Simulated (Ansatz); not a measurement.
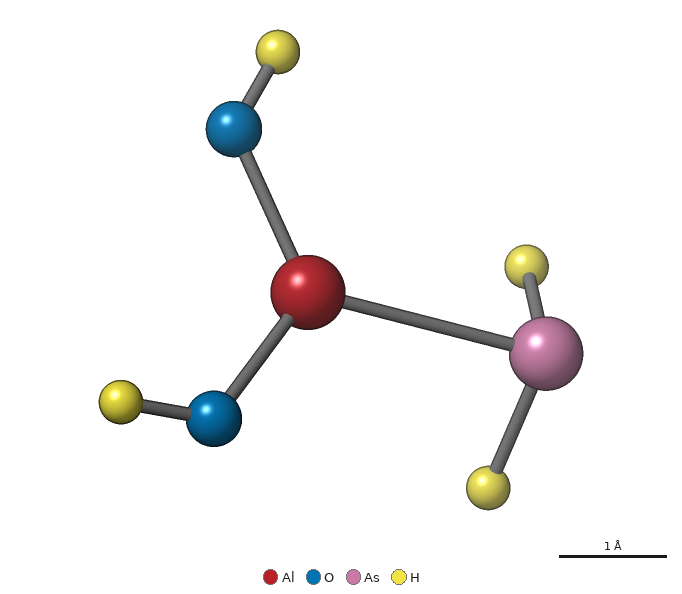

The picture shows a molecular structure as a ball-and-stick model.

What is the molecular formula?

AlAsH4O2, 8 atoms: 1 aluminium, 1 arsenic, 4 hydrogen and 2 oxygen.

How many atoms are distinct by symmetry?

8: 1 Al, 1 O, 1 O, 1 As, 1 H, 1 H, 1 H, 1 H.

What is the point group of this geometry?

C1.

The parts below concern this one geometry. Atoms keep their numbers from picture to picture. The geometry was computed by an optimisation with PBE0-D4/def2-TZVP.

### Shape

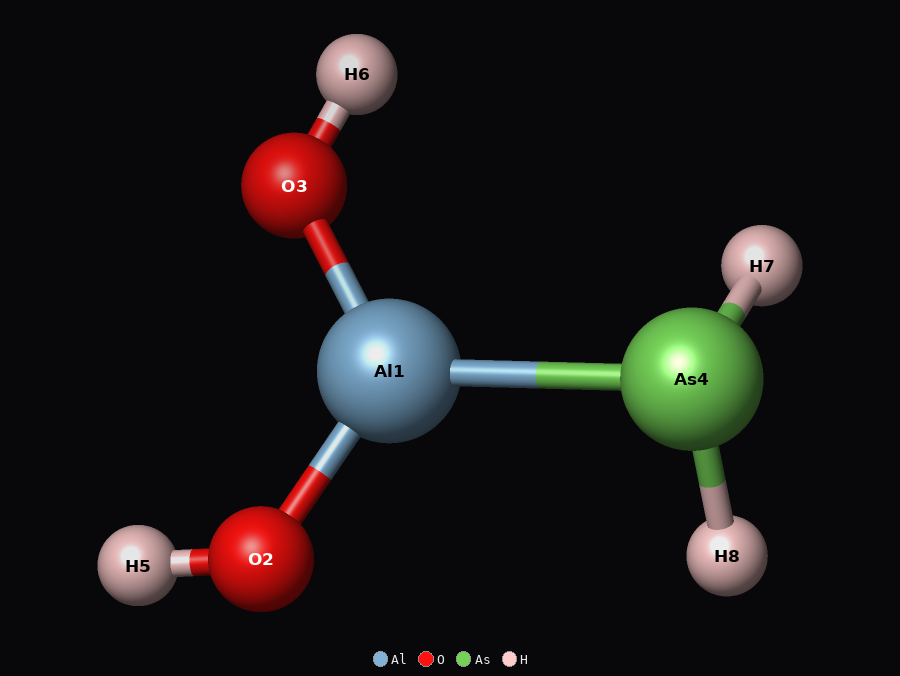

What is the geometry at O2?

O2 has 2 neighbours (Al1 at 1.69, H5 at 0.96 Å); the arrangement is bent.

Describe the coordination of atom 3.

O3 has 2 neighbours (Al1 at 1.70, H6 at 0.96 Å); the arrangement is bent.

How are the neighbours of atom 1 arranged?

Al1 has 3 neighbours (O2 at 1.69, O3 at 1.70, As4 at 2.42 Å); the arrangement is trigonal planar.

How are the neighbours of atom 4 arranged?

As4 has 3 neighbours (Al1 at 2.42, H7 at 1.52, H8 at 1.52 Å); the arrangement is trigonal pyramidal.

### Electronic properties

Method: RKS PBE0-D4/def2-TZVPP (Ansatz 0.2.0).

Estimate the HOMO energy (Kohn–Sham orbital).

−7.39 eV.

Estimate the dispersion correction.

−12.9 kJ/mol.

What is the HOMO–LUMO gap?

6.96 eV.

### Dipole moment

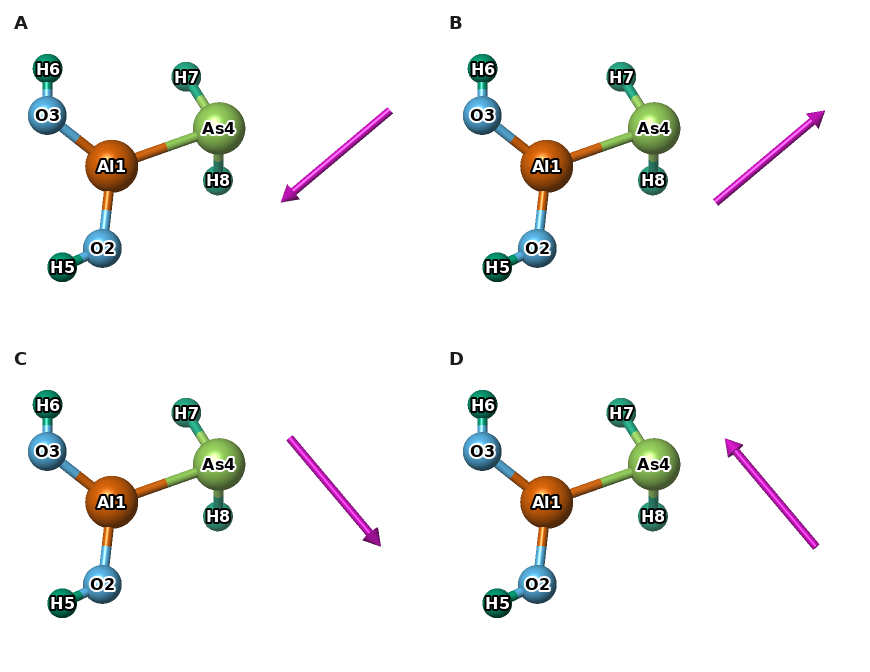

The same molecule four times, each with an arrow. Level of theory: RKS PBE0-D4/def2-TZVP (Ansatz 0.2.0).

Which arrow points along the dipole moment, from the negative to the positive end?

D. The dipole moment is 1.39 D; it points from the side of H8 to the side of H6 (the outermost atoms at the two ends).

### Vibrations

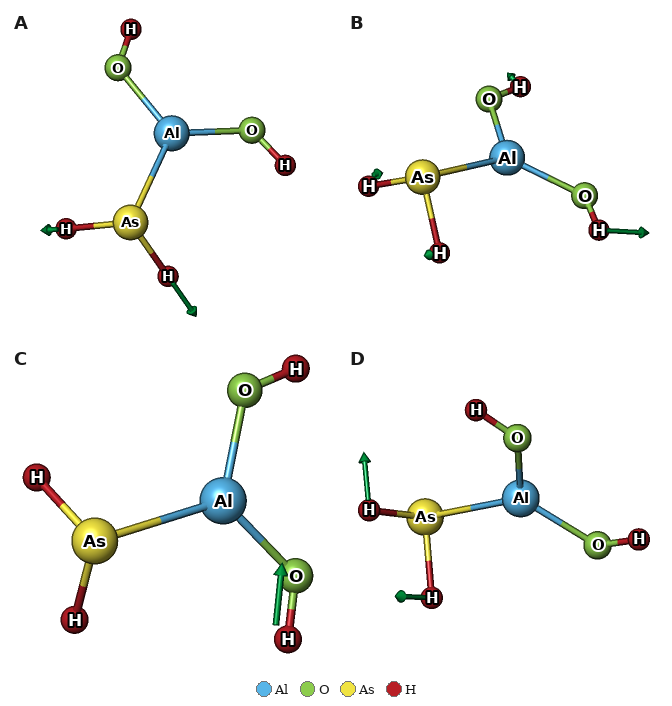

4 normal modes of one molecule or complex, as arrows. Harmonic vibrations computed with RKS PBE0-D4/def2-TZVP (Ansatz 0.2.0) at a stationary point of the same level.

Match the panels to the wavenumbers 83 cm⁻¹, 617 cm⁻¹, 2199 cm⁻¹, 3969 cm⁻¹.

A: 2199 cm⁻¹, As–H stretching
B: 617 cm⁻¹, Al–O–H bending
C: 3969 cm⁻¹, O–H stretching
D: 83 cm⁻¹, a torsion or out-of-plane motion in which bond lengths and bond angles hardly change
